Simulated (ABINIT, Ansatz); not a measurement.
## WS2 (Tungstenite): G0W0 with ABINIT, start to end

How does a plane-wave GW calculation on WS2 (Tungstenite) run from the first input to the gap?

Program: ABINIT 10.8.3. Level of theory: PBE and many-body steps on it, plane waves. Results are calculated unless marked as measured.

### 1. Starting point

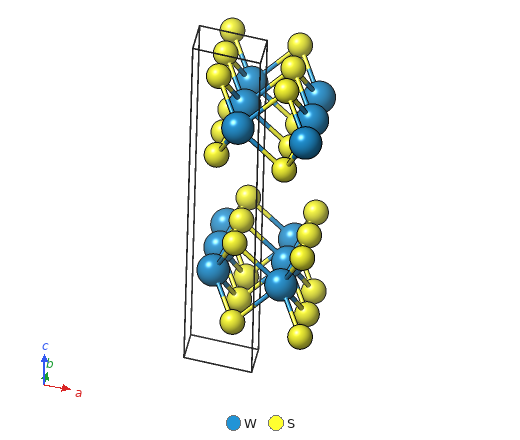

The starting structure, seen slightly off an axis (tungsten blue, sulfur yellow). 2×3×1 cells are drawn.

The cell and positions come from the Crystallography Open Database and are kept as given unless a step says otherwise. Spin-orbit coupling is left out unless a step names it.

### 2. Ground state

This step: ABINIT 10.8.3; DFT, PBE, plane waves, norm-conserving pseudopotentials.

The ground-state density comes first.

Input file run.abi:

```
acell 3*1.0 Angstrom
rprim 
  3.153199999992 0.000000000002 0.000000000000
  -1.576599999998 2.730751303206 0.000000000000
  0.000000000000 0.000000000000 12.323000000000
ntypat 2
znucl 74 16
natom 6
typat 1 1 2 2 2 2
xred 
  0.333333333333 0.666666666667 0.250000000000
  0.666666666667 0.333333333333 0.750000000000
  0.333333333333 0.666666666667 0.622500000000
  0.666666666667 0.333333333333 0.122500000000
  0.333333333333 0.666666666667 0.877500000000
  0.666666666667 0.333333333333 0.377500000000
pp_dirpath "pseudos"
pseudos "W.upf, S.upf"
ecut 31
ngkpt 6 6 2
nshiftk 1
shiftk 0 0 0
kptopt 1
chksymbreak 0
nband 33
occopt 1
tolvrs 1e-10
nstep 60
prtwf 0
optforces 0
optstress 0
indata_prefix "in"
outdata_prefix "out"
tmpdata_prefix "tmp"
```

Started as:

```sh
> OMP_NUM_THREADS=1 mpirun -n 8 abinit run.abi > log
```

Numbers of over 12 decimals in the logs are rounded to 6 here.

The program printed:

```text
.Version 10.8.3 of ABINIT. v10.8.2 released Aug 2026.

 Symmetries : space group P6_3/m m c (#194); Bravais hP (primitive hexag.)
================================================================================
 Values of the parameters that define the memory need of the present run
     intxc =       0    ionmov =       0      iscf =       7    lmnmax =       8
     lnmax =       8     mgfft =     120  mpssoang =       4    mqgrid =    5837
     natom =       6  nloc_mem =       1    nspden =       1   nspinor =       1
    nsppol =       1      nsym =      24    n1xccc =    2501    ntypat =       2
    occopt =       1   xclevel =       2
-    mband =          33        mffmem =           1         mkmem =           2
       mpw =        5944          nfft =      108000          nkpt =          14
================================================================================
  Rough estimation (10% accuracy) of disk space for files :
================================================================================

--------------------------------------------------------------------------------
------------- Echo of variables that govern the present computation ------------
--------------------------------------------------------------------------------
 -outvars: echo values of preprocessed input variables --------
            acell      1.8897261259E+00  1.8897261259E+00  1.8897261259E+00 Bohr

      chksymbreak           0
             ecut      3.10000000E+01 Hartree
-          fftalg         312

              ixc     -101130
              kpt      0.00000000E+00  0.00000000E+00  0.00000000E+00
                       1.66666667E-01  0.00000000E+00  0.00000000E+00
                       3.33333333E-01  0.00000000E+00  0.00000000E+00
                       5.00000000E-01  0.00000000E+00  0.00000000E+00
                       1.66666667E-01  1.66666667E-01  0.00000000E+00
                       3.33333333E-01  1.66666667E-01  0.00000000E+00
                       3.33333333E-01  3.33333333E-01  0.00000000E+00
                       0.00000000E+00  0.00000000E+00  5.00000000E-01
                       1.66666667E-01  0.00000000E+00  5.00000000E-01
                       3.33333333E-01  0.00000000E+00  5.00000000E-01
                       5.00000000E-01  0.00000000E+00  5.00000000E-01
[...]
kptrlatt        6    0    0      0    6    0      0    0    2
          kptrlen      3.57521065E+01
P           mkmem           2
            natom           6
            nband          33
            ngfft          30      30     120
             nkpt          14
            nstep          60
             nsym          24
           ntypat           2
              occ      2.000000  2.000000  2.000000  2.000000  2.000000  2.000000
                       2.000000  2.000000  2.000000  2.000000  2.000000  2.000000
                       2.000000  2.000000  2.000000  2.000000  2.000000  2.000000
                       2.000000  2.000000  2.000000  2.000000  2.000000  2.000000
                       2.000000  2.000000  0.000000  0.000000  0.000000  0.000000
[...]
optforces           0
        optstress           0
            prtwf           0
            rprim      3.1532000000E+00  2.0000000000E-12  0.0000000000E+00
[...]
spgroup         194

           tolvrs      1.00000000E-10

             xred      3.3333333333E-01  6.6666666667E-01  2.5000000000E-01
[...]
znucl       74.00000   16.00000

================================================================================

 chkinp: Checking input parameters for consistency.

================================================================================
== DATASET  1 ==================================================================
-   mpi_nproc: 8, omp_nthreads: 1 (-1 if OMP is not activated)

--- !DatasetInfo
iteration_state: {dtset: 1, }
dimensions: {natom: 6, nkpt: 14, mband: 33, nsppol: 1, nspinor: 1, nspden: 1, mpw: 5944, }
cutoff_energies: {ecut:  31.0, pawecutdg:  -1.0, }
electrons: {nelect:   5.20000000E+01, charge:   0.00000000E+00, occopt:   1.00000000E+00, tsmear:   1.00000000E-02, }

 Real(R)+Recip(G) space primitive vectors, cartesian coordinates (Bohr,Bohr^-1):
 R(1)=  5.9586844  0.0000000  0.0000000  G(1)=  0.1678223  0.0968922  0.0000000
 R(2)= -2.9793422  5.1603721  0.0000000  G(2)=  0.0000000  0.1937845  0.0000000
 R(3)=  0.0000000  0.0000000 23.2870950  G(3)=  0.0000000  0.0000000  0.0429422
 Unit cell volume ucvol=  7.1605555E+02 bohr^3
 Angles (23,13,12)=  9.00000000E+01  9.00000000E+01  1.20000000E+02 degrees

 getcut: wavevector=  0.0000  0.0000  0.0000  ngfft=  30  30 120
         ecut(hartree)=     31.000   => boxcut(ratio)=   2.01023

--- Pseudopotential description ------------------------------------------------
- W Generated using ONCVPSP code by D. R. Hamann
- 74.00000  14.00000  171031                  znucl, zion, pspdat
12 -101130 3 -1 1396                          pspcod,pspxc,lmax,lloc,mmax
     nproj     2     2     2     2
  pspatm : epsatm=   11.70739509
         --- l  ekb(1:nproj) -->
[...]
pspatm: atomic psp has been read  and splines computed

- S Generated using ONCVPSP code by D. R. Hamann
- 16.00000   6.00000  171031                  znucl, zion, pspdat
12 -101130 2 -1 1146                          pspcod,pspxc,lmax,lloc,mmax
     nproj     2     2     2     0
  pspatm : epsatm=    9.01821529
         --- l  ekb(1:nproj) -->
[...]
pspatm: atomic psp has been read  and splines computed

   3.09335787E+03                                ecore*ucvol(ha*bohr**3)
--------------------------------------------------------------------------------

_setup2: Arith. and geom. avg. npw (full set) are    5903.792    5903.746

================================================================================

--- !BeginCycle
iteration_state: {dtset: 1, }
solver: {iscf: 7, nstep: 60, nline: 4, wfoptalg: 0, }
tolerances: {tolvrs: 1.00E-10, }

     iter   Etot(hartree)      deltaE(h)  residm     vres2
 ETOT  1  -195.84886537400    -1.958E+02 8.652E-02 1.579E+02
 ETOT  2  -195.89030693970    -4.144E-02 3.711E-02 1.176E+03
 ETOT  3  -196.02861226715    -1.383E-01 1.384E-02 8.356E+00
 ETOT  4  -196.02942917523    -8.169E-04 5.021E-03 2.556E+00
 ETOT  5  -196.02958716226    -1.580E-04 4.625E-03 2.055E-02
 ETOT  6  -196.02958981700    -2.655E-06 1.050E-03 8.045E-03
 ETOT  7  -196.02959029102    -4.740E-07 8.389E-04 2.987E-05
 ETOT  8  -196.02959029387    -2.850E-09 5.135E-04 2.264E-06
 ETOT  9  -196.02959029411    -2.405E-10 1.853E-04 7.420E-08
 ETOT 10  -196.02959029411    -7.873E-12 4.535E-04 3.028E-09
 ETOT 11  -196.02959029411    -4.547E-13 1.653E-04 3.319E-10
 ETOT 12  -196.02959029412    -1.450E-12 4.851E-04 6.799E-12

 At SCF step   12       vres2   =  6.80E-12 < tolvrs=  1.00E-10 =>converged.

--- !ResultsGS
iteration_state: {dtset: 1, }
comment   : Summary of ground state results
lattice_vectors:
- [  5.9586844,   0.0000000,   0.0000000, ]
- [ -2.9793422,   5.1603721,   0.0000000, ]
- [  0.0000000,   0.0000000,  23.2870950, ]
lattice_lengths: [   5.95868,    5.95868,   23.28710, ]
lattice_angles: [ 90.000,  90.000, 120.000, ] # degrees, (23, 13, 12)
lattice_volume:   7.1605555E+02
convergence: {deltae: -1.450E-12, res2:  6.799E-12, residm:  4.851E-04, diffor:  0.000E+00, }
etotal    :  -1.96029590E+02
entropy   :   0.00000000E+00
fermie    :   3.49444803E-01
cartesian_stress_tensor: null
pressure_GPa: null
xred      :
- [  3.3333E-01,   6.6667E-01,   2.5000E-01,  W]
- [  6.6667E-01,   3.3333E-01,   7.5000E-01,  W]
- [  3.3333E-01,   6.6667E-01,   6.2250E-01,  S]
- [  6.6667E-01,   3.3333E-01,   1.2250E-01,  S]
- [  3.3333E-01,   6.6667E-01,   8.7750E-01,  S]
- [  6.6667E-01,   3.3333E-01,   3.7750E-01,  S]
cartesian_forces: null
force_length_stats: {min: null, max: null, mean: null, }

 Integrated electronic density in atomic spheres:
 ------------------------------------------------
 Atom  Sphere_radius  Integrated_density
[...]
================================================================================

 ----iterations are completed or convergence reached----

 Mean square residual over all n,k,spin=   29.308E-07; max=  48.513E-05
 reduced coordinates (array xred) for    6 atoms
[...]
0.666666666667      0.333333333333      0.750000000000
       0.333333333333      0.666666666667      0.622500000000
       0.666666666667      0.333333333333      0.122500000000
       0.333333333333      0.666666666667      0.877500000000
       0.666666666667      0.333333333333      0.377500000000
 rms dE/dt=  0.0000E+00; max dE/dt=  0.0000E+00; dE/dt below (all hartree)
    1       0.000000000000      0.000000000000      0.000000000000
    2       0.000000000000      0.000000000000      0.000000000000
    3       0.000000000000      0.000000000000      0.000000000000
    4       0.000000000000      0.000000000000      0.000000000000
    5       0.000000000000      0.000000000000      0.000000000000
    6       0.000000000000      0.000000000000      0.000000000000

 cartesian coordinates (angstrom) at end:
    1     -1.33e-12     1.820501     3.080750
    2      1.576600     0.910250     9.242250
    3     -1.33e-12     1.820501     7.671068
    4      1.576600     0.910250     1.509567
    5     -1.33e-12     1.820501    10.813432
    6      1.576600     0.910250     4.651933
 length scales=  1.889726125908  1.889726125908  1.889726125908 bohr
              =  1.000000000000  1.000000000000  1.000000000000 angstroms
 prteigrs : about to open file out_EIG
 Fermi (or HOMO) energy (hartree) =   0.34944   Average Vxc (hartree)=  -0.41084
 Eigenvalues (hartree) for nkpt=  14  k points:
 kpt#   1, nband= 33, wtk=  0.01389, kpt=  0.0000  0.0000  0.0000 (reduced coord)
  -2.39287   -2.39287   -1.07959   -1.07958   -1.07265   -1.07265   -1.07265   -1.07265
  -0.22539   -0.21688   -0.16868   -0.15256    0.06843    0.10714    0.20801    0.22170
   0.22170    0.22222    0.22222    0.26709    0.26709    0.26906    0.26906    0.29374
   0.30457    0.34944    0.43436    0.43442    0.43474    0.43539    0.43621    0.43925
   0.44308
 prteigrs : prtvol=0 or 1, do not print more k-points.

--- !EnergyTerms
iteration_state     : {dtset: 1, }
comment             : Components of total free energy in Hartree
kinetic             :  5.62979939834143E+01
hartree             :  5.12043006751492E+01
xc                  : -4.59534279593619E+01
Ewald energy        : -1.20345391836037E+02
psp_core            :  4.31999703190776E+00
local_psp           : -1.72738556691340E+02
non_local_psp       :  3.11854945021525E+01
total_energy        : -1.96029590294116E+02
total_energy_eV     : -5.33423689713459E+03
band_energy         : -1.79620718597031E+01

== END DATASET(S) ==============================================================
================================================================================

 -outvars: echo values of variables after computation  --------
           etotal     -1.9602959029E+02
            nband          33
             nkpt          14
          spgroup         194
 [... the other variables as echoed above ...]

 Calculation completed.
```

Run time: 21 s. Hardware: 8 MPI ranks of Arm Neoverse V2, shared host; peak memory 0.68 GiB; 2.8 min of CPU time.

This step gave:

```yaml
total_energy: -5334.2369 eV
gap: 0.9807 eV
k_of_the_valence_top: 0, 0, 0
k_of_the_conduction_bottom: 0.1667, 0.1667, 0
least_direct_gap: 1.837 eV
```

The gap is indirect, with the least direct gap 0.86 eV higher.

### 3. Empty states on the mesh, 6×6×1 mesh, 181 bands

The sums over transitions need many empty states on a uniform mesh; this step solves for them.

run.abi, as its differences from that of step 2:

```diff
@@ -19,3 +19,3 @@
 ecut 31
-ngkpt 6 6 2
+ngkpt 6 6 1
 nshiftk 1
@@ -24,9 +24,10 @@
 chksymbreak 0
-nband 33
+irdden 1
+istwfk *1
+nband 181
+prtvol 0
+optdriver 6
+gwr_task "HDIAGO"
+paral_kgb 0
 occopt 1
-tolvrs 1e-10
-nstep 60
-prtwf 0
-optforces 0
-optstress 0
 indata_prefix "in"
```

The program printed:

```text
[banner, memory and clock lines left out]
.Version 10.8.3 of ABINIT. v10.8.2 released Aug 2026.

 Symmetries : space group P6_3/m m c (#194); Bravais hP (primitive hexag.)
[... echo of the input left out ...]
== DATASET  1 ==================================================================
-   mpi_nproc: 8, omp_nthreads: 1 (-1 if OMP is not activated)

--- !DatasetInfo
iteration_state: {dtset: 1, }
dimensions: {natom: 6, nkpt: 7, mband: 181, nsppol: 1, nspinor: 1, nspden: 1, mpw: 5929, }
cutoff_energies: {ecut:  31.0, pawecutdg:  -1.0, }
electrons: {nelect:   5.20000000E+01, charge:   0.00000000E+00, occopt:   1.00000000E+00, tsmear:   1.00000000E-02, }

.Using double precision arithmetic; gwpc =  8

- Reading GS density from: in_DEN

--- Pseudopotential description ------------------------------------------------
- W Generated using ONCVPSP code by D. R. Hamann
- 74.00000  14.00000  171031                  znucl, zion, pspdat
12 -101130 3 -1 1396                          pspcod,pspxc,lmax,lloc,mmax
     nproj     2     2     2     2
  pspatm : epsatm=   11.70739509
         --- l  ekb(1:nproj) -->
             0   12.992056    1.844411
             1    9.080024    1.409692
             2    4.470007    0.514403
             3   47.483863    0.881400
 pspatm: atomic psp has been read  and splines computed

- S Generated using ONCVPSP code by D. R. Hamann
- 16.00000   6.00000  171031                  znucl, zion, pspdat
12 -101130 2 -1 1146                          pspcod,pspxc,lmax,lloc,mmax
     nproj     2     2     2     0
  pspatm : epsatm=    9.01821529
         --- l  ekb(1:nproj) -->
             0    6.763951    0.574108
             1    3.227080    0.887329
             2   -3.547662   -0.986524
 pspatm: atomic psp has been read  and splines computed

   3.09335787E+03                                ecore*ucvol(ha*bohr**3)

 Total charge density [el/Bohr^3]
)     Maximum=    8.4948E-01  at reduced coord.    0.7667    0.5000    0.7500
)     Minimum=    1.5301E-03  at reduced coord.    0.6667    0.3333    0.1250
   Integrated=    5.2000E+01

 === KS gaps after direct diagonalization ===
 Indirect band gap semiconductor
 Fundamental gap:     0.981 (eV)
   VBM:     9.509 (eV) at k: [ 0.0000E+00,  0.0000E+00,  0.0000E+00]
   CBM:    10.490 (eV) at k: [ 1.6667E-01,  1.6667E-01,  0.0000E+00]
 Direct gap:         1.837 (eV) at k: [ 3.3333E-01,  3.3333E-01,  0.0000E+00]

== END DATASET(S) ==============================================================

 -outvars: echo values of variables after computation  --------
           etotal      0.0000000000E+00
            nband         181
             nkpt           7
          spgroup         194
 [... the other variables as echoed above ...]

 Calculation completed.
```

Elapsed: 2.1 min, on 8 MPI ranks; peak memory 14 GiB.

Numbers from this step:

```
gap                                                           : 0.9806 eV
k of the valence top                                          : 0, 0, 0
k of the conduction bottom                                    : 0.1667, 0.1667, 0
least direct gap                                              : 1.837 eV
k points computed                                             : 7
lowest point of the top converged band, above the valence top : 60.2537 eV
```

On this mesh the gap is 0.981 eV.

### 4. Screening, 6×6×1 mesh, 173 bands, screening to 119.7 eV

The RPA dielectric matrix is built and inverted for each q.

This step: RPA screening on PBE, plane waves, norm-conserving pseudopotentials.

run.abi, as its differences from that of step 3:

```diff
@@ -24,10 +24,11 @@
 chksymbreak 0
-irdden 1
 istwfk *1
-nband 181
-prtvol 0
-optdriver 6
-gwr_task "HDIAGO"
-paral_kgb 0
 occopt 1
+irdwfk 1
+optdriver 3
+nband 173
+ecuteps 4.4
+inclvkb 2
+awtr 1
+symchi 1
 indata_prefix "in"
```

The program printed:

```text
.Version 10.8.3 of ABINIT. v10.8.2 released Aug 2026.

 Symmetries : space group P6_3/m m c (#194); Bravais hP (primitive hexag.)
[... echo of the input left out ...]
== DATASET  1 ==================================================================
-   mpi_nproc: 8, omp_nthreads: 1 (-1 if OMP is not activated)

--- !DatasetInfo
iteration_state: {dtset: 1, }
dimensions: {natom: 6, nkpt: 7, mband: 173, nsppol: 1, nspinor: 1, nspden: 1, mpw: 5929, }
cutoff_energies: {ecut:  31.0, pawecutdg:  -1.0, }
electrons: {nelect:   5.20000000E+01, charge:   0.00000000E+00, occopt:   1.00000000E+00, tsmear:   1.00000000E-02, }

 SCREENING: Calculation of the susceptibility and dielectric matrices

 Based on a program developped by R.W. Godby, V. Olevano, G. Onida, and L. Reining.
 Incorporated in ABINIT by V. Olevano, G.-M. Rignanese, and M. Torrent.
.Using double precision arithmetic ; gwpc =  8

[... cell and pseudopotentials left out ...]
--------------------------------------------------------------------------------

 ==== K-mesh for the wavefunctions ====
 Number of points in the irreducible wedge :     7
[... list of points left out ...]
 Together with 24 symmetry operations and time-reversal symmetry
 yields    36 points in the full Brillouin Zone.

 ==== Q-mesh for the screening function ====
 Number of points in the irreducible wedge :     7
[... list of points left out ...]
 Together with 24 symmetry operations and time-reversal symmetry
 yields    36 points in the full Brillouin Zone.

 setmesh: FFT mesh size selected  =    20x   20x   90
          total number of points  =        36000

 vcoul_init : cutoff-mode = AUXILIARY_FUNCTION
 q-points for optical limit:   1
     1)      0.000010    0.000020    0.000030

- screening: taking advantage of time-reversal symmetry
- Maximum band index for partially occupied states nbvw = 26
- Remaining bands to be divided among processors   nbcw = 147
- Number of bands treated by each node ~18

 Number of electrons calculated from density =   52.0000; Expected =   52.0000
 average of density, n =  0.072620
 r_s =    1.4869
 omega_plasma =   25.9946 [eV]

 calculating chi0 at frequencies [eV] :
  1    0.000000E+00    0.000000E+00
  2    0.000000E+00    2.599465E+01

--------------------------------------------------------------------------------
  q-point number  1        q = ( 0.000000, 0.000000, 0.000000) [r.l.u.]
--------------------------------------------------------------------------------
[... chi0 elements left out ...]
 For q-point:  0.000010 0.000020 0.000030
  dielectric constant =  13.5607
  dielectric constant without local fields =  15.0793

  Average fulfillment of the sum rule on Im[epsilon] for q-point    1 :     83.46  [%]
[... wings left out ...]
  q-point number  2        q = ( 0.166667, 0.000000, 0.000000) [r.l.u.]
--------------------------------------------------------------------------------
[... chi0 elements left out ...]
  Average fulfillment of the sum rule on Im[epsilon] for q-point    2 :     86.02  [%]

 [... 5 further q-points ...]
```

Run time: 71 s. Hardware: 8 MPI ranks; peak memory 2.7 GiB.

Numbers from this step:

- ε∞ with local fields, on this mesh, along the program's q direction: 13.56
- the same without local fields: 15.08
- plasma frequency: 25.99 eV
- plane waves in the screening matrix: 315

Local fields lower ε∞ by 10 %. On a Γ-centred mesh this coarse the value itself is usually too large, while a short band sum pulls it down.

[end of part 1 of 2]

[Paths, hosts, dates, memory and timing lines, banners, echoed tables and standing remarks are left out of the program output.]

[Logs are printed without paths, hosts, clocks, repeated set-up lines and the standing remarks that a program may print on its own settings, such as how far it seeks lower states.]

[Runs of the session that timed out or met a known fault of the program may be left out.]

[Hosts, paths, dates, database ids (printed as entryN), source tags and the programs' standing remarks are cut or masked in the printed files.]

[G0W0 gaps are taken among the corrected bands and points alone; a level outside them can change the order at an edge.]

[Where Ansatz stands beside ABINIT at settings called matched, ABINIT's density can come from a denser mesh and the files from another edition; pairs whose starting gaps differed by over 0.03 eV were left out, so agreement reads better than it is.]
